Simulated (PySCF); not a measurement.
**C5H8OSSi: electronic excitations**

Aim: predict the electronic excitations of C5H8OSSi (`CC#C[C@@H]1CO[SiH2]S1`).

Computed with PySCF 2.14.0, with density-fitted response routines of our own, on a single molecule in the gas phase. Atoms count from 0, in the outputs and in this text.

## Step 1: The starting structure

16 atoms, charge 0, multiplicity 1; geometry from: GFN2-xTB.

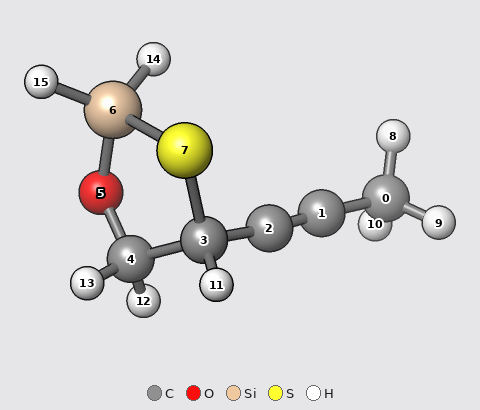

As it starts; carbon grey, oxygen red, silicon light orange, sulfur yellow, hydrogen white, atoms numbered; sticks join atoms by distance.

## Step 2: TDDFT and polarisability: CAM-B3LYP/def2-SVPD

The job: settings as JSON, then the geometry in Å.

```
{"job": {"kind": "uv", "xc": "CAM-B3LYP", "basis": "def2-SVPD", "nstates": 8, "ntriplets": 3}, "charge": 0, "multiplicity": 1}
C     -3.120517    -0.262736    -0.062623
C     -1.778206     0.197768    -0.334463
C     -0.676152     0.585145    -0.607431
C      0.676309     1.038300    -0.819922
C      1.655326    -0.135124    -0.918292
O      1.903398    -0.681524     0.345060
Si     1.867008     0.303838     1.637977
S      1.215768     2.072095     0.613849
H     -3.333178    -0.172918     1.002300
H     -3.840374     0.337033    -0.618734
H     -3.224210    -1.306558    -0.358209
H      0.738401     1.675465    -1.704517
H      1.234339    -0.924577    -1.549147
H      2.600728     0.208693    -1.354467
H      0.873742    -0.210286     2.562166
H      3.200019     0.551815     2.155043
```

Level: TDDFT CAM-B3LYP/def2-SVPD, vertical, gas phase, core orbitals frozen in the response.

Started as:

```console
> OMP_NUM_THREADS=1 python probes_run.py task.json out
```

This one command runs all jobs of the session in turn.

What it wrote:

```text
coarse grid: 14728 points
cycle   1  E = -957.4772597009  dE =  1.375e+00  |g| = 7.130e-01  |ddm| = 1.174e+01
cycle   2  E = -957.4321184934  dE =  4.514e-02  |g| = 9.122e-01  |ddm| = 3.565e+00
cycle   3  E = -957.5856093374  dE = -1.535e-01  |g| = 8.896e-02  |ddm| = 1.685e+00
cycle   4  E = -957.5871219114  dE = -1.513e-03  |g| = 4.220e-02  |ddm| = 3.872e-01
cycle   5  E = -957.5875415995  dE = -4.197e-04  |g| = 1.588e-02  |ddm| = 1.423e-01
cycle   6  E = -957.5875979196  dE = -5.632e-05  |g| = 4.861e-03  |ddm| = 4.474e-02
cycle   7  E = -957.5876038204  dE = -5.901e-06  |g| = 1.063e-03  |ddm| = 2.131e-02
final grid: 133896 points
cycle   8  E = -957.7200653878  dE = -2.938e-05  |g| = 2.656e-03  |ddm| = 1.507e-01
cycle   9  E = -957.7200655204  dE = -1.326e-07  |g| = 2.761e-03  |ddm| = 1.294e-02
cycle  10  E = -957.7200670618  dE = -1.541e-06  |g| = 4.980e-04  |ddm| = 4.621e-03
cycle  11  E = -957.7200671089  dE = -4.703e-08  |g| = 2.031e-04  |ddm| = 1.240e-03
cycle  12  E = -957.7200671179  dE = -9.008e-09  |g| = 8.337e-05  |ddm| = 7.174e-04
cycle  13  E = -957.7200671195  dE = -1.593e-09  |g| = 1.370e-05  |ddm| = 2.135e-04
cycle  14  E = -957.7200671195  dE = -6.617e-11  |g| = 5.047e-06  |ddm| = 5.980e-05
converged SCF energy = -957.7200671195

Static polarisability (au): isotropic 103.039, principal 88.391 94.559 126.167

Singlet excitations
state   eV       nm        f      main configurations
  1   5.2681    235.3   0.00646   H->L 0.76
  2   6.1101    202.9   0.01982   H->L+2 0.42, H->L+1 0.32
  3   6.1932    200.2   0.00113   H-1->L 0.47, H-1->L+4 0.14
  4   6.3589    195.0   0.01514   H->L+1 0.27, H->L+3 0.27
  5   6.4687    191.7   0.02126   H-2->L 0.44
  6   6.5993    187.9   0.02420   H->L+1 0.17, H->L+2 0.11, H->L+6 0.10
  7   7.0012    177.1   0.02191   H->L+3 0.26, H-2->L+1 0.24, H-1->L+1 0.10
  8   7.0619    175.6   0.01197   H->L+4 0.23, H-3->L 0.21, H-2->L 0.12

Triplet excitations (Tamm-Dancoff, eV): 4.7123 5.3692 5.7378
```

Wall time 89 s (1 thread of Arm Neoverse V1, shared host); peak memory 1 GiB.

Frontier orbitals and where they lie:

| orbital | eV | atoms |
| --- | --- | --- |
| HOMO−3 | -9.84 | O5 49 %, Si6 11 %, C4 10 % |
| HOMO−2 | -9.04 | C2 24 %, C1 24 %, S7 23 % |
| HOMO−1 | -8.89 | C2 35 %, C1 35 %, C0 7 % |
| HOMO | -8.10 | S7 57 %, C2 12 %, C1 11 % |
| LUMO | 0.64 | S7 35 %, Si6 21 %, C3 10 % |
| LUMO+1 | 1.08 | S7 23 %, Si6 15 %, C0 10 % |
| LUMO+2 | 1.31 | S7 27 %, Si6 27 %, O5 11 % |

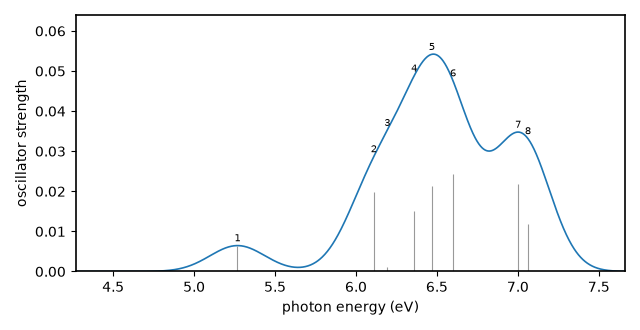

Absorption spectrum from the 8 singlet states computed; above the last one it falls off for lack of states. Lines are broadened to a width of 0.40 eV (Gaussian).

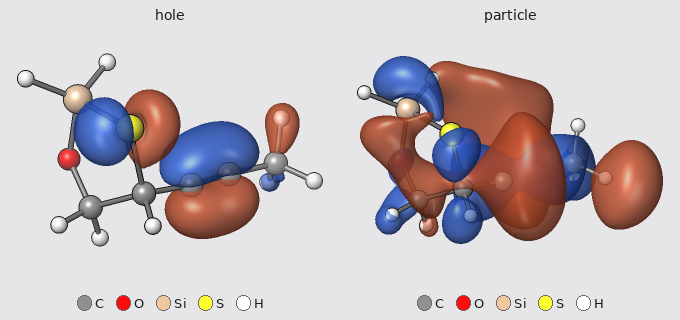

Leading natural transition orbitals of singlet state 6: the electron leaves the hole (left) for the particle orbital (right).

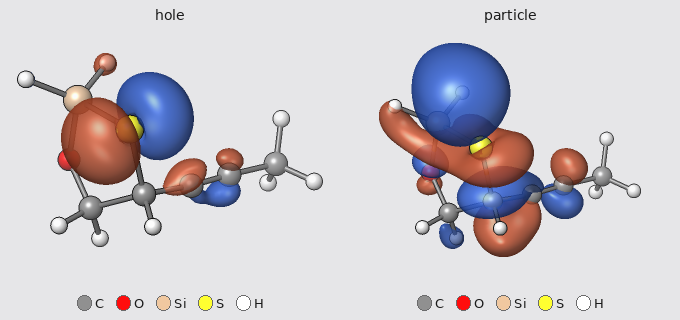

Leading natural transition orbitals of singlet state 1: the electron leaves the hole (left) for the particle orbital (right).

Further results of this job:

| property | computed |
| --- | --- |
| dipole moment (D) | 1.35 |
| polarisability (Å³) | 15.27 |
| HOMO–LUMO gap (eV) | 8.74 |
| −ε(HOMO) (eV) | 8.10 |

The fields below are evaluated on a grid from the run's orbitals.

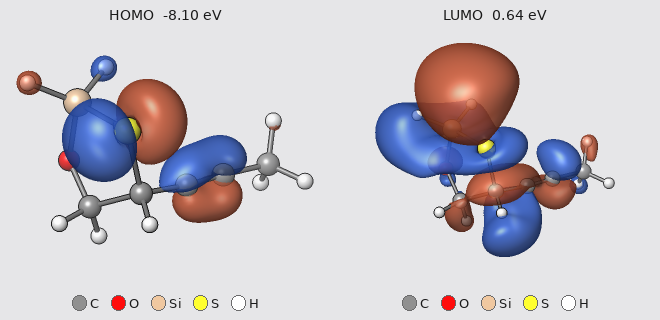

CAM-B3LYP/def2-SVPD orbitals near the gap, drawn at the value that encloses 70 % of each; the two colours are the two signs.

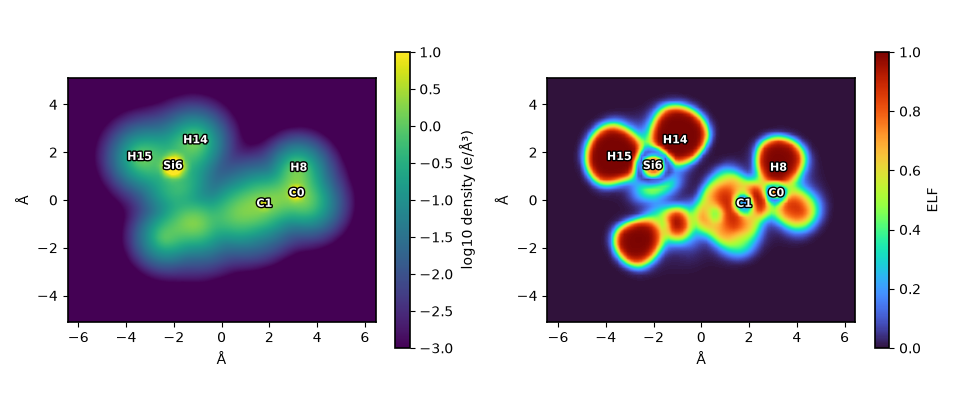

Density (left) and ELF (right) in a plane through or near 6 of the atoms.

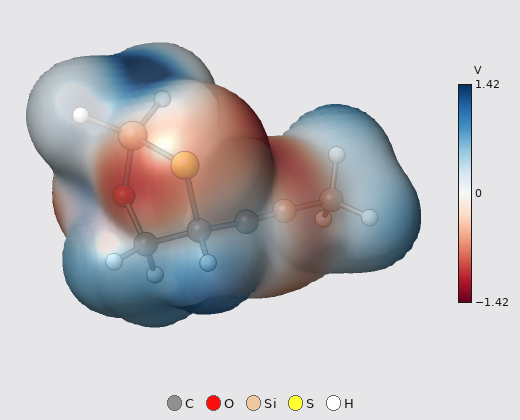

Electrostatic potential on the surface of density 0.002 e/bohr³; red is low, blue high. It runs from -1.09 V near O5 to 1.42 V near Si6.

## Step 3: What came out

| quantity | value |
| --- | --- |
| lowest singlet (CAM-B3LYP/def2-SVPD) | 5.27 eV (235 nm), f = 0.006 |
| brightest single state of those computed | state 6, 6.60 eV, f = 0.024 |
| lowest triplet | 4.71 eV |
| surface potential, least and greatest | -1.09 V and 1.42 V |

In words: The first singlet state (HOMO→LUMO 0.76) lies at 5.27 eV and is weak; of the 8 states computed, the strongest absorption comes from state 6 at 6.60 eV. The lowest triplet lies 0.56 eV below the lowest singlet (triplets in Tamm-Dancoff, singlets in full TDDFT).
